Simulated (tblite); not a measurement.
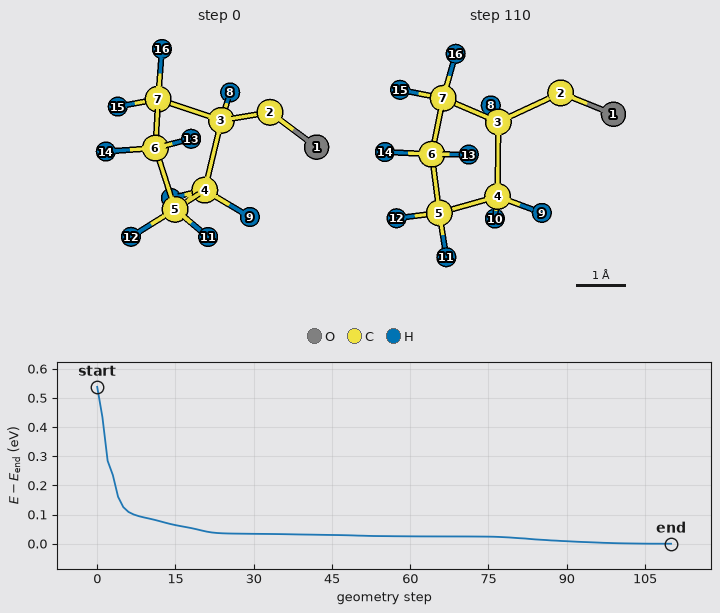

First and last geometry of a relaxation of C$_{6}$H$_{9}$O (multiplicity 2), with the history of the run. The picture is a ball-and-stick view, seen at a tilt.

Level of theory: GFN2-xTB geometry optimisation, gas phase in tblite 0.8.0. 

Question: What do the curves and the structures tell?

Answer: It converged. The largest move after the best rigid fit is that of O1, 1.05 Å. Largest moves by element: O 1.05 Å, H 1.03 Å, C 0.82 Å. Some distances before and after: C3–C4 1.511 → 1.552 Å, O1–C2 1.222 → 1.191 Å, C4–H9 1.113 → 1.091 Å, C2–C3 1.462 → 1.484 Å. Among the angles between lasting bonds that change: C2–C3–H8 114.8° → 104.4°, C4–C3–C7 98.5° → 105.9°, O1–C2–C3 125.7° → 133.1°. After 110 geometry steps the energy has fallen by 0.538 eV. The run took 0.45 s on 1 thread of Arm Neoverse V2, on a shared host.
